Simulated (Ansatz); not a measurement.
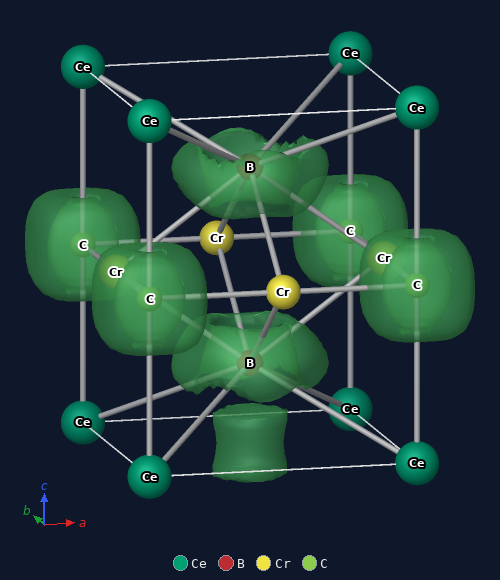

CeCr2B2C. Isosurface of the electron localisation function at 0.7 (green), seen slightly off an axis. Core shells are left out. Sticks mark near contacts.

Space group P4/mmm; built by placing these elements on a known structure type; computed without spin polarisation; no Hubbard U on the f states and no spin–orbit coupling.

Level of theory: Ansatz 0.2.0, DFT, PAW plane waves, r2SCAN.

In a PAW calculation such maps are meaningful between the atoms, not at the nuclei.

> Describe the localisation domains.

The ELF exceeds this value in two regions wrapped around B (the valence shell of each), one region wrapped around C (its valence shell) and one pocket between the atoms, centred on no nucleus (multi-centre or interstitial), counted in one cell of 6 atoms. Regions shared between cells count once. Along the contacts the grid gives the following. Cr–C (1.88 Å): the ELF peaks at about 0.80 in the valence shell of C, 0.6 Å from its nucleus, and is about 0.30 at the midpoint. Cr–B (2.33 Å): the ELF peaks at about 0.75 in the valence shell of B, 0.8 Å from its nucleus, and is about 0.35 at the midpoint.

> What Bader charges does the calculation give?

Electrons move from Ce and Cr towards B and C. Bader charges: Ce +1.61, B −0.96, Cr +0.91 and C −1.51 e.
